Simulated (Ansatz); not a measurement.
# Lattice dynamics of Ga2Pt (Fm-3m), part 2 of 2

Wanted: phonon frequencies of Ga2Pt (Fm-3m) and what follows from them.

Ansatz 0.2.0; DFT PBEsol, scalar-relativistic, plane waves, PAW; PAW set soft_1.

So far. Step 3 (Relaxing to small forces for the phonons): The forces vanish by symmetry and the pressure is 0.000 GPa, within the tolerances set. The cell now holds 17.28 Å³/atom. The relaxed cell has a = 5.919 Å (conventional setting).

The database entry behind the starting cell differs from later determinations by our own check (0.1 to 0.3 % short, probably kX units), so it need not match the best structure at ambient conditions.

### 4. Zone-centre response

The zone centre comes first: it holds the modes that light can see, as far as symmetry allows. No field response is asked, since the mesh shows no gap.

input.yaml reads:

```yaml
crystal:
  lattice:
    - [0.0, 2.9593754134, 2.9593754134]
    - [2.9593754134, 0.0, 2.9593754134]
    - [2.9593754134, 2.9593754134, 0.0]
  atoms:
    - { symbol: Ga, position: [0.25, 0.25, 0.25] }
    - { symbol: Ga, position: [0.75, 0.75, 0.75] }
    - { symbol: Pt, position: [0.0, 0.0, 0.0] }
kpoints:
  mp_grid: { grid: [12, 12, 12] }
hamiltonian:
  xc: pbesol
  pseudopotentials: { kind: paw, azcp: { folder: soft_1 }, xc_functional: pbe }
scf:
  occupations: { method: methfessel_paxton, width: 0.2 }
output:
  eigenvalues: true
phonons:
  method: dfpt
```

Launch:

```console
$ ansatz run input.yaml --threads 4 --pin off --max-ram 10240MiB --backend cpu --events-out ev --progress --plain --runs-dir out
```

Numbers of over 12 decimals in the logs are rounded to 6 here.

The program printed:

```text
zone centre: on kpoints.mp_grid the ground state, and the responses unless they are solved on pairs of k-points, stand on 163 of the mesh's 1728 k-points, reduced under 8 symmetry operations, with k and −k counted as one. Each operation leaves every solved displacement unchanged or reverses it
[...]
Crystal: 3 atoms, lattice volume = 51.836 Å³
Basis set: ecut = 420 eV, 965 PW (Γ), exchange–correlation on 60×60×60 points (8 copies of the dense FFT grid, shifted against one another)
Bands: 27, of which v1, the nominal top of the filled ones, is band 22 counted from 1 (21 counted from 0)
Symmetry: 48 space group operations
k-points: 163 of 1728 (irreducible under 8 space group operations, time reversal used)
[...]
SCF iter   1: F=—  HF=-19875.393519 eV  |F-HF|=—  |Δ(HF+E_count)|=         —  Δρ=1.18e-1  dr2=8.91e0  ethr=3.10e-3  ⟨swp⟩=4.9  Hψ=16108  notcnv=0
[...]
SCF iter  12: F=-19873.535671 eV  HF=-19873.535671 eV  |F-HF|=7.28e-12  |Δ(HF+E_count)|=  6.18e-11  S|Δr|=    0.00e0  Δρ=1.34e-7  dr2=8.98e-12  ethr=1.00e-12  ⟨swp⟩=6.1  Hψ=22474  notcnv=0
SCF 1 converged in 12 iterations: F = -19873.535671 eV  dr2 = 8.98e-12
[...]
DFPT response loops at Γ: preconditioner auto → Kerker (q_TF=auto, 2.655 Å⁻¹) (partly filled bands, converged f_vac=0.036); β = 1.00, the filter's whole step (`scf.mixing.beta` (0.50) is not read by the response loops under this deck's `scf.mixing.preconditioner`; to damp them name `kerker` or `kerker_dos`, under which they read `scf.mixing.beta`, and type it under 1.00, their step now; both keys bind the ground state too); Broyden in place of MSR1
SCF converged after 12 iterations
[...]
Free energy (F): -19873.535671 eV
[...]
Internal energy: -19873.537269 eV  (E = F + TS)
E sigma→0 (E₀):  -19873.536071 eV
Entropy (-TS):   0.001598 eV (0.533 meV/atom)
Fermi energy:    13.605135 eV
[...]
--- Band table (eV; the first three rows and the last of 163) ---
  k-point 0: bands = [... 18 lower, 10.2931, 10.2931, 13.7183, 18.7922, 18.7922, 18.7922, 18.8028, 18.8028, ... 1 higher]
  k-point 1: bands = [... 18 lower, 10.2725, 10.2725, 13.8671, 17.0066, 17.9536, 17.9536, 19.3891, 19.3891, ... 1 higher]
  k-point 2: bands = [... 18 lower, 10.2280, 10.2280, 13.9083, 15.6029, 17.0991, 17.0991, 18.9230, 19.3550, ... 1 higher]
  k-point 162: bands = [... 18 lower, 10.0842, 10.5742, 10.7516, 10.7516, 12.6630, 18.5032, 18.5032, 20.8044, ... 1 higher]
--- Phonons (Γ-DFPT): 2 representative perturbations + reference, on 163 of 1728 k-points (Σ response iterations 6) ---
  k mesh reduced under 8 symmetry operations, with k and −k counted as one. Each operation leaves every solved displacement unchanged or reverses it
  ASR residual: 8.587e-5 → 0.000e0 eV/Å²; symmetrization residual: 3.375e-6 eV/Å²
  ASR residual per site (eV/Å²): 4.05e-5 4.05e-5 8.59e-5
  Γ frequencies (cm⁻¹): 0.00 0.00 0.00 166.80 166.80 166.80 172.53 172.53 172.53
  non-analytic LO–TO correction: not included (Born effective charges unavailable; polar crystals: no LO–TO splitting at Γ)
```

Elapsed: 10 s, on 4 threads of Intel Xeon 6975P-C (Granite Rapids), shared host; peak memory 1.1 GiB; 37 s of CPU time.

This step gave:

- sum-rule residual before enforcement: 8.59e-5 eV/Å²
- point group: m-3m
- highest optical mode at the zone centre (no LO-TO term): 172.5 cm⁻¹
- lowest optical zone-centre mode: 166.8 cm⁻¹

Patterns of degenerate modes are one choice out of their space. Modes at Γ, with each element's share of the kinetic energy:

| mode | frequency (cm⁻¹) | symmetry | Ga % | Pt % |
| --- | --- | --- | --- | --- |
| 1 | 0.0 | acoustic | 42 | 58 |
| 2 | 0.0 | acoustic | 42 | 58 |
| 3 | 0.0 | acoustic | 42 | 58 |
| 4 | 166.8 | T1u | 58 | 42 |
| 5 | 166.8 | T1u | 58 | 42 |
| 6 | 166.8 | T1u | 58 | 42 |
| 7 | 172.5 | T2g | 100 | 0 |
| 8 | 172.5 | T2g | 100 | 0 |
| 9 | 172.5 | T2g | 100 | 0 |

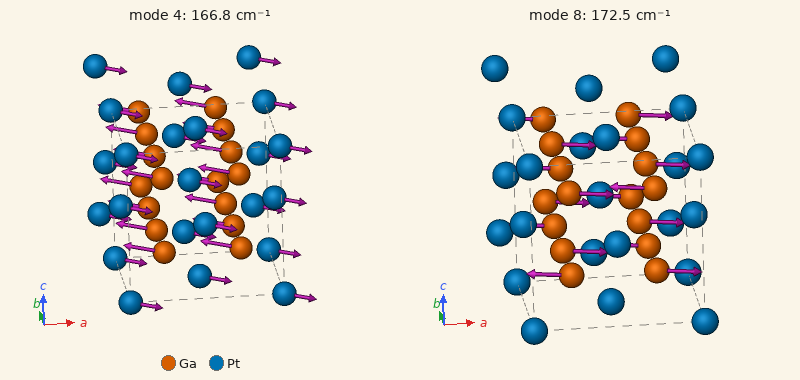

Displacement patterns of modes 4 and 8 at Γ; arrows are exaggerated. 1×2×1 conventional cells are drawn. Some periodic images of atoms are drawn too.

Before it was imposed, the acoustic sum rule was missed by 8.6e-5 eV/Å². Small misses are needed for a sound result but don't prove that mesh and cutoff are converged. The lowest optical mode is real, 167 cm⁻¹.

### 5. The dispersion

Stability and thermal properties need the whole zone. Linear response on a 4×4×4 q mesh gives force constants as far as a supercell of that size would.

Edit input.yaml of step 4 so:

```diff
@@ -20 +20,8 @@
   method: dfpt
+  qmesh: [4, 4, 4]
+  temperatures: { t_max: 1000, t_step: 50 }
+  qpath:
+    path:
+      - [[0.0, 0.0, 0.0], [0.5, 0.0, 0.5], [0.625, 0.25, 0.625]]
+      - [[0.375, 0.375, 0.75], [0.0, 0.0, 0.0], [0.5, 0.5, 0.5], [0.5, 0.25, 0.75], [0.5, 0.0, 0.5]]
+    npoints: 10
```

The program printed:

```text
Warning: phonons: the dynamical matrix that this run interpolates holds no multipole term above the dipole-dipole one, and a site of this crystal is no centre of inversion, so its interpolated transverse optical and acoustic branches and sound speeds can stay off near Gamma, and the density of states and the thermodynamics with them. What a run solves at a wave vector of phonons.qpoints, Gamma apart, where the deck admits one, is free of this, and under fd what a larger phonons.supercell samples
[...]
Crystal: 3 atoms, lattice volume = 51.836 Å³
Basis set: ecut = 420 eV, 965 PW (Γ), exchange–correlation on 60×60×60 points (8 copies of the dense FFT grid, shifted against one another)
Bands: 27, of which v1, the nominal top of the filled ones, is band 22 counted from 1 (21 counted from 0)
Symmetry: 48 space group operations
k-points: 72 of 1728
[...]
SCF iter   1: F=—  HF=-19875.393522 eV  |F-HF|=—  |Δ(HF+E_count)|=         —  Δρ=1.18e-1  dr2=8.91e0  ethr=3.10e-3  ⟨swp⟩=5.0  Hψ=7114  notcnv=0
[...]
SCF iter  12: F=-19873.535671 eV  HF=-19873.535671 eV  |F-HF|=3.64e-12  |Δ(HF+E_count)|=  5.09e-11  S|Δr|=    0.00e0  Δρ=1.34e-7  dr2=8.97e-12  ethr=1.00e-12  ⟨swp⟩=6.3  Hψ=10002  notcnv=0
SCF 1 converged in 12 iterations: F = -19873.535671 eV  dr2 = 8.97e-12
[...]
SCF iter   3: F=-19873.535671 eV  HF=-19873.535671 eV  |F-HF|=3.64e-12  |Δ(HF+E_count)|=  1.09e-11  S|Δr|=    0.00e0  Δρ=1.30e-7  dr2=5.74e-12  ethr=1.00e-12  ⟨swp⟩=2.5  Hψ=5996  notcnv=0
SCF 2 converged in 3 iterations: F = -19873.535671 eV  dr2 = 5.74e-12
phonons: the bands overlap, so this run is a metal and interpolates without the dipole-dipole term. If the crystal is really an insulator or semiconductor, its LO-TO splitting is missing
NSCF: frozen V_eff on 72 k-points
[...]
DFPT response loops at q = (0, 0, 0) (fractional): preconditioner auto → Kerker (q_TF=auto, 2.655 Å⁻¹) (partly filled bands, converged f_vac=0.036); β = 1.00, the filter's whole step (`scf.mixing.beta` (0.50) is not read by the response loops under this deck's `scf.mixing.preconditioner`; to damp them name `kerker` or `kerker_dos`, under which they read `scf.mixing.beta`, and type it under 1.00, their step now; both keys bind the ground state too); Broyden in place of MSR1
[...]
SCF converged after 12 iterations
[...]
Free energy (F): -19873.535671 eV
[...]
Internal energy: -19873.537269 eV  (E = F + TS)
E sigma→0 (E₀):  -19873.536071 eV
Entropy (-TS):   0.001598 eV (0.533 meV/atom)
Fermi energy:    13.605135 eV
[...]
--- Band table (eV; the first three rows and the last of 72) ---
  k-point 0: bands = [... 18 lower, 10.2931, 10.2931, 13.7183, 18.7922, 18.7922, 18.7922, 18.8028, 18.8028, ... 1 higher]
  k-point 1: bands = [... 18 lower, 10.2725, 10.2725, 13.8671, 17.0066, 17.9536, 17.9536, 19.3891, 19.3891, ... 1 higher]
  k-point 2: bands = [... 18 lower, 10.2280, 10.2280, 13.9083, 15.6029, 17.0991, 17.0991, 18.9230, 19.3550, ... 1 higher]
  k-point 71: bands = [... 18 lower, 10.0842, 10.5742, 10.7516, 10.7516, 12.6630, 18.5032, 18.5032, 20.8044, ... 1 higher]
--- Phonons (Γ-DFPT): 2 representative perturbations + reference (Σ response iterations 6) ---
  ASR residual: 8.542e-5 → 0.000e0 eV/Å²; symmetrization residual: 3.188e-6 eV/Å²
  ASR residual per site (eV/Å²): 4.04e-5 4.04e-5 8.54e-5
  Γ frequencies (cm⁻¹): 0.00 0.00 0.00 166.80 166.80 166.80 172.53 172.53 172.53
--- Phonons (arbitrary-q DFPT): 8 irreducible q on the 4×4×4 mesh ---
  q = [0.0000, 0.0000, 0.0000] (star 1, of the zone-centre solve; hermiticity 7.66e-7, symmetrization 2.88e-12): -0.00 -0.00 0.00 166.80 166.80 166.80 172.53 172.53 172.53
  q = [0.0000, 0.0000, 0.2500] (star 8, 2 solved perturbations on 936 of 1728 k-point pairs; hermiticity 4.27e-7, symmetrization 1.65e-12): 28.88 28.88 79.42 149.73 156.48 156.48 176.87 176.87 180.54
[...]
q = [0.0000, 0.2500, 0.2500] (star 6, 4 solved perturbations in 1608 linear systems a pass and spin channel, the states on 510 of 1728 k-point pairs; hermiticity 1.03e-6, symmetrization 1.01e-12): 44.26 44.26 88.49 143.82 145.96 145.96 174.40 190.58 190.58
[...]
sum rule: each row above includes the acoustic sum rule's correction from the zone centre's row sums; it moved no ω² by more than (0.40 cm⁻¹)²
  mesh force constants: q→R imaginary residual 4.19e-18; ASR residual 8.542e-5 → 0.000e0 eV/Å²; symmetrization residual 7.105e-15 eV/Å²
  interpolated dispersion: 62 rows × 9 modes
  density of states and harmonic sums: on the 20×20×20 q-mesh, interpolated from the force constants of a 4×4×4 supercell (no non-analytic term)
  largest difference from the sums on the solved wave vectors: F 1.55e-2 eV, S 1.95e-5 and C_V 4.01e-6 eV/K
  zero-point energy: 0.074454 eV/cell   skipped modes (ω ≤ 0): 3   left out of the sums: 4.17e-5 of the cell's modes: C_V's classical limit lies that fraction below 3 k_B per atom; for a crystal, a wire or a layer, F and S can be off by more, and a phonons.interpolated_qmesh denser along its periods is the remedy for the sampling
```

Run time: 4.7 min. Hardware: 4 threads; peak memory 5.7 GiB; 18 min of CPU time.

This step gave:

| Item | Value |
| --- | --- |
| sum-rule residual before enforcement | 8.54e-5 eV/Å² |
| lowest frequency on the path | 0 cm⁻¹ |
| highest frequency on the path or at a solved wavevector | 202.8 cm⁻¹ |
| mean frequency | 133.4 cm⁻¹ |
| Debye temperature (second moment) | 267 K |
| logarithmic mean frequency | 118.5 cm⁻¹ |
| lowest mode on the q mesh (acoustic modes at Γ apart) | 28.88 cm⁻¹ |
| zero-point energy per atom | 24.82 meV |
| heat capacity at 300 K | 23.99 J/(mol atoms K) |
| vibrational entropy at 300 K | 39.53 J/(mol atoms K) |

Frequencies (cm⁻¹) solved at each irreducible wavevector; negative means imaginary. Frequencies by wavevector, by row:

| q in reciprocal lattice units | star | mode 1 | mode 2 | mode 3 | mode 4 | mode 5 | mode 6 | mode 7 | mode 8 | mode 9 |
| --- | --- | --- | --- | --- | --- | --- | --- | --- | --- | --- |
| 0 0 0 | 1 | 0 | 0 | 0 | 166.8 | 166.8 | 166.8 | 172.5 | 172.5 | 172.5 |
| 0 0 0.25 | 8 | 28.9 | 28.9 | 79.4 | 149.7 | 156.5 | 156.5 | 176.9 | 176.9 | 180.5 |
| 0 0 -0.5 | 4 | 41.5 | 41.5 | 110.9 | 156.8 | 156.8 | 168.2 | 169.9 | 180 | 180 |
| 0 0.25 0.25 | 6 | 44.3 | 44.3 | 88.5 | 143.8 | 146 | 146 | 174.4 | 190.6 | 190.6 |
| 0 0.25 -0.5 | 24 | 56.9 | 57.2 | 102.8 | 132.4 | 141.8 | 154.2 | 188.6 | 191 | 192.9 |
| 0 0.25 -0.25 | 12 | 37.1 | 66.4 | 94.9 | 132.2 | 154.5 | 172.8 | 174.8 | 181.9 | 194.9 |
| 0 -0.5 -0.5 | 3 | 74.1 | 74.1 | 121.8 | 124.4 | 131.3 | 131.3 | 198.7 | 199.1 | 199.1 |
| 0.25 -0.5 -0.25 | 6 | 42.1 | 91.8 | 91.8 | 123.8 | 132.2 | 174.3 | 174.3 | 200.4 | 202.8 |

Interpolated from a 4×4×4 q mesh. Phonon branches along the path, in cm⁻¹:

| point | branch 1 | branch 2 | branch 3 | branch 4 | branch 5 | branch 6 | branch 7 | branch 8 | branch 9 |
| --- | --- | --- | --- | --- | --- | --- | --- | --- | --- |
| Γ | 0 | 0 | 0 | 167 | 167 | 167 | 172 | 172 | 172 |
| X | 74 | 74 | 122 | 124 | 131 | 131 | 199 | 199 | 199 |
| U | 63 | 71 | 100 | 124 | 139 | 154 | 192 | 193 | 201 |
| jump to K | 63 | 71 | 100 | 124 | 139 | 154 | 192 | 193 | 201 |
| Γ | 0 | 0 | 0 | 167 | 167 | 167 | 172 | 172 | 172 |
| L | 42 | 42 | 111 | 157 | 157 | 168 | 170 | 180 | 180 |
| W | 42 | 92 | 92 | 124 | 132 | 174 | 174 | 200 | 203 |
| X | 74 | 74 | 122 | 124 | 131 | 131 | 199 | 199 | 199 |

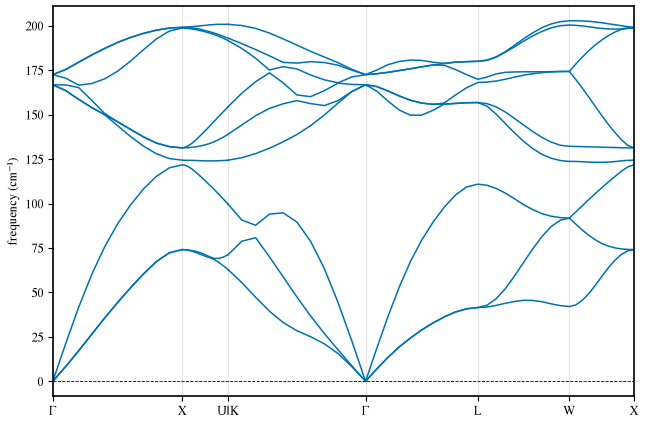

Phonon branches along the path.

The phonon density of states has structure finer than the step of the table below, so its rows give means over 20 cm⁻¹, whole bins alone (the curve runs from 1 to 203 cm⁻¹). Peaks (cm⁻¹: height): 45.0: 0.0757, 101.0: 0.0623, 125.0: 0.0626, 155.0: 0.0984, 171.0: 0.0571, 181.0: 0.125.

Tetrahedra on a 20×20×20 mesh, mean over bins of 2 cm-1. Interpolated from a 4×4×4 q mesh. The phonon density of states by wavenumber; means over each step:

| wavenumber (cm⁻¹) | phonon density of states (1/cm⁻¹/cell) |
| --- | --- |
| 20 | 0.00805 |
| 40 | 0.0451 |
| 60 | 0.0338 |
| 80 | 0.0207 |
| 100 | 0.0394 |
| 120 | 0.0195 |
| 140 | 0.0686 |
| 160 | 0.0612 |
| 180 | 0.0947 |

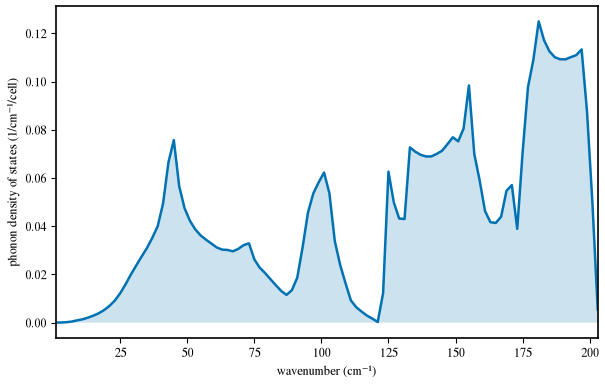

Phonon density of states, plotted against wavenumber.

The partial phonon density of states has structure finer than the step of the table below, so its rows give means over 10 cm⁻¹, whole bins alone (the curve runs from -10 to 219 cm⁻¹). Peaks (cm⁻¹: height): Ga 44.6: 0.0182, 153.9: 0.0787, 195.6: 0.0924; Pt 44.6: 0.0461, 100.7: 0.0468, 181.2: 0.0257.

Phonopy on the run's constants, 17x17x17 mesh, Gaussian sigma 2.0 cm-1. Interpolated from a 4×4×4 q mesh. The partial phonon density of states by wavenumber; means over each step; values in 1/cm⁻¹/cell:

| wavenumber (cm⁻¹) | Ga | Pt |
| --- | --- | --- |
| 0 | 3.7e-5 | 5.4e-5 |
| 10 | 5.8e-4 | 8.4e-4 |
| 20 | 0.00272 | 0.00427 |
| 30 | 0.00765 | 0.0143 |
| 40 | 0.0147 | 0.0338 |
| 50 | 0.0135 | 0.0341 |
| 60 | 0.00895 | 0.0235 |
| 70 | 0.00768 | 0.0225 |
| 80 | 0.00460 | 0.0152 |
| 90 | 0.00438 | 0.0182 |
| 100 | 0.00932 | 0.0413 |
| 110 | 0.00295 | 0.0135 |
| 120 | 0.0110 | 0.00155 |
| 130 | 0.0531 | 8.0e-4 |
| 140 | 0.0660 | 0.00322 |
| 150 | 0.0717 | 0.00560 |
| 160 | 0.0523 | 0.00572 |
| 170 | 0.0427 | 0.0106 |
| 180 | 0.0817 | 0.0229 |
| 190 | 0.0905 | 0.0191 |
| 200 | 0.0537 | 0.00912 |
| 210 | 4.8e-4 | 1.0e-4 |

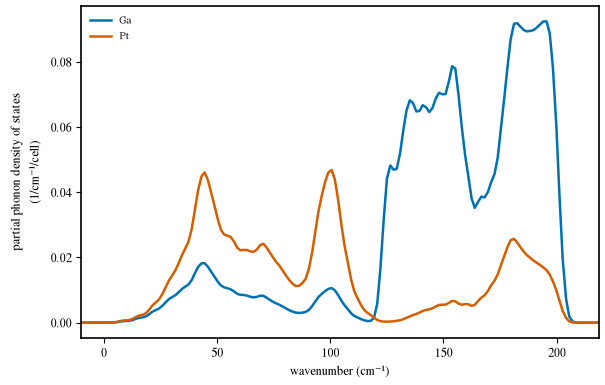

Partial phonon density of states against wavenumber.

Harmonic thermodynamic functions per atom, from the density of states. Interpolated from a 4×4×4 q mesh. Thermodynamic functions, by row:

| T (K) | F_vib (meV/atom) | S (J/mol-atom/K) | C_V (J/mol-atom/K) |
| --- | --- | --- | --- |
| 0 | 24.82 | 0 | 0 |
| 50 | 23.74 | 5.855 | 9.503 |
| 100 | 18.18 | 15.52 | 18.14 |
| 200 | -6 | 30 | 22.88 |
| 300 | -42.33 | 39.53 | 23.99 |
| 400 | -87.07 | 46.5 | 24.4 |
| 500 | -138.2 | 51.96 | 24.59 |
| 600 | -194.4 | 56.46 | 24.7 |
| 700 | -255 | 60.27 | 24.76 |
| 800 | -319.2 | 63.58 | 24.8 |
| 900 | -386.6 | 66.5 | 24.83 |
| 1000 | -456.9 | 69.12 | 24.85 |

Harmonic mean-square displacement, third of the trace. Interpolated from a 4×4×4 q mesh. Mean square displacements, by row:

| T (K) | Ga1 U_eq (Å²) | Ga2 U_eq (Å²) | Pt3 U_eq (Å²) |
| --- | --- | --- | --- |
| 0 | 0.00193 | 0.00193 | 0.00126 |
| 100 | 0.00395 | 0.00395 | 0.00382 |
| 300 | 0.01043 | 0.01043 | 0.01092 |
| 600 | 0.02057 | 0.02057 | 0.02174 |

Symmetry leaves 8 wavevectors to solve. The lowest mode among them, the acoustic zeros apart, lies at q = (0, 0, 0.25) and is real, 28.9 cm⁻¹.

### 6. Isotope substitution

An isotope changes the mass and not the force constants, so no new electronic calculation is needed; the shifts show which modes move this element.

The same force constants with the mass of Ga changed from 69.723 to 70.925 u (phonopy, no LO-TO term). Both lists are sorted by frequency; levels can cross, so a row need not hold one and the same mode. Modes under 3 cm⁻¹ are left out. Isotope shifts, by row:

| q | rank | natural mass (cm⁻¹) | changed mass (cm⁻¹) |
| --- | --- | --- | --- |
| 0 0 0 | 4 | 166.8 | 166 |
| 0 0 0 | 5 | 166.8 | 166 |
| 0 0 0 | 6 | 166.8 | 166 |
| 0 0 0 | 7 | 172.5 | 171.1 |
| 0 0 0 | 8 | 172.5 | 171.1 |
| 0 0 0 | 9 | 172.5 | 171.1 |
| 0 0 0.25 | 1 | 28.88 | 28.79 |
| 0 0 0.25 | 2 | 28.88 | 28.79 |
| 0 0 0.25 | 3 | 79.42 | 79.25 |
| 0 0 0.25 | 4 | 149.7 | 148.5 |
| 0 0 0.25 | 5 | 156.5 | 155.2 |
| 0 0 0.25 | 6 | 156.5 | 155.2 |
| 0 0 0.25 | 7 | 176.9 | 175.8 |
| 0 0 0.25 | 8 | 176.9 | 175.8 |
| 0 0 0.25 | 9 | 180.5 | 179.3 |
| 0 0 -0.5 | 1 | 41.48 | 41.38 |
| 0 0 -0.5 | 2 | 41.48 | 41.38 |
| 0 0 -0.5 | 3 | 110.9 | 110.7 |
| 0 0 -0.5 | 4 | 156.8 | 155.5 |
| 0 0 -0.5 | 5 | 156.8 | 155.5 |
| 0 0 -0.5 | 6 | 168.2 | 166.7 |
| 0 0 -0.5 | 7 | 169.9 | 168.7 |
| 0 0 -0.5 | 8 | 180 | 178.9 |
| 0 0 -0.5 | 9 | 180 | 178.9 |
| 0 0.25 0.25 | 1 | 44.26 | 44.13 |
| 0 0.25 0.25 | 2 | 44.26 | 44.13 |
| 0 0.25 0.25 | 3 | 88.49 | 88.37 |
| 0 0.25 0.25 | 4 | 143.8 | 142.6 |
| 0 0.25 0.25 | 5 | 146 | 144.9 |
| 0 0.25 0.25 | 6 | 146 | 144.9 |
| 0 0.25 0.25 | 7 | 174.4 | 173.2 |
| 0 0.25 0.25 | 8 | 190.6 | 189.3 |
| 0 0.25 0.25 | 9 | 190.6 | 189.3 |

A mode of this element alone would shift by -0.85 %. The highest zone-centre frequency without the field goes from 172.5 to 171.1 cm⁻¹ (-0.9 %). The product of the frequency ratios over all optical modes at Γ is 0.960; the product rule, (m/m′)^(3k/2) (M′/M)^(3/2) with k = 2 such atoms and M the mass of the cell, gives 0.960.

### 7. Summary of results

| Property | Result |
| --- | --- |
| space group after relaxation (within 0.01 Å) | Fm-3m |
| volume per atom | 17.3 Å³ |
| electronic character | no gap on this mesh |
| highest optical mode at the zone centre (no LO-TO term) | 173 cm⁻¹ |
| lowest optical zone-centre mode | 167 cm⁻¹ |
| lowest mode on the q mesh (acoustic modes at Γ apart) | 28.9 cm⁻¹ |
| highest frequency on the path or at a solved wavevector | 203 cm⁻¹ |
| zero-point energy per atom | 24.8 meV |
| heat capacity at 300 K | 24.0 J/(mol atoms K) |
| vibrational entropy at 300 K | 39.5 J/(mol atoms K) |
| Debye temperature (second moment) | 267 K |
| imaginary modes on the 4×4×4 q mesh | none |

The structure is a minimum as far as tested: no mode is imaginary at the 8 irreducible wavevectors of the 4×4×4 mesh, and the softest away from the acoustic zeros lies at 29 cm⁻¹. The optical modes at Γ span 167 to 173 cm⁻¹. The highest mode in this list at Γ, 172.5 cm⁻¹, is mostly motion of Ga (100 % of the kinetic energy). With no gap, or one that is small against the smearing, the frequencies hang on the k mesh and the smearing, most of all near Kohn anomalies. Spin-orbit coupling is left out, which can matter for the heavy elements here. The PAW files were made for PBE and serve the other functionals too. These are harmonic frequencies at zero temperature: anharmonic shifts, linewidths and thermal expansion are left out.

[Logs are printed without paths, hosts, clocks, repeated set-up lines and the standing remarks that a program may print on its own settings, such as how far it seeks lower states.]

[Hosts, paths, dates, database ids (printed as entryN), source tags and the programs' standing remarks are cut or masked in the printed files.]
